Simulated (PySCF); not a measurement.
System: C₇H₅NSi (SMILES C#C/C=C(\C#C)[SiH2]C#N).

```xyz
14

C    -2.8210    1.9280    0.3804
C    -1.9733    1.2821   -0.1771
C    -0.9914    0.5213   -0.8299
C    -0.0682   -0.2185   -0.1799
C    -0.0342   -0.2638    1.2272
C     0.0419   -0.3436    2.4243
Si    1.2278   -1.2476   -1.0915
C     2.8889   -0.5144   -0.6465
N     3.9055   -0.0579   -0.3821
H    -3.5579    2.4949    0.8658
H    -1.0082    0.5511   -1.9124
H     0.0870   -0.3937    3.4709
H     1.2372   -2.6368   -0.6313
H     1.0653   -1.1017   -2.5399
```

Geometry: GFN2-xTB.

Computed with CAM-B3LYP/def2-SVPD, SCF density, gas phase in PySCF.

Q: What can the converged electron density and electron localisation function tell about the bonding?

A: C–C (1.20 Å): the density is about 2.7 e/Å³ at the midpoint; the ELF peaks at about 0.85 between the atoms: a multiple bond.
C–Si (1.89 Å): the density is about 0.95 e/Å³ at the midpoint; the ELF peaks at about 1 between the atoms; a shared electron pair.
C–H (1.05 Å): ρ is about 2.1 e/Å³ halfway; the ELF climbs to about 1 towards the hydrogen, as it does in any bond to H: a covalent bond by its length.
C–C (1.35 Å): the density is about 2.2 e/Å³ at the midpoint; the ELF peaks at about 0.95 between the atoms; a covalent bond.

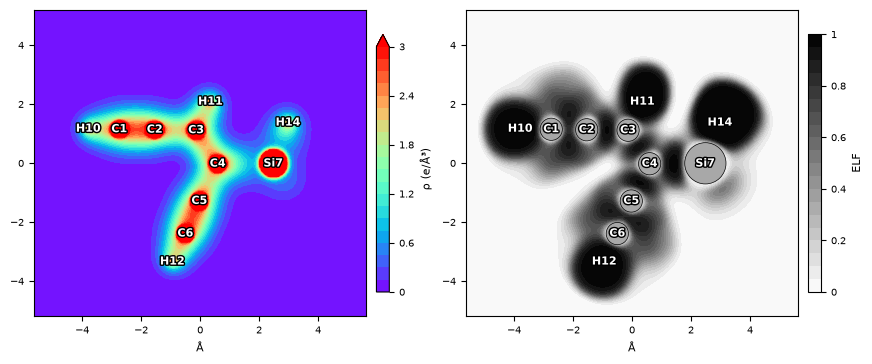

Computed electron density and electron localisation function on the plane of atoms C5, C4 and Si7, in this order. Grey discs cover the atomic cores in the ELF map. 
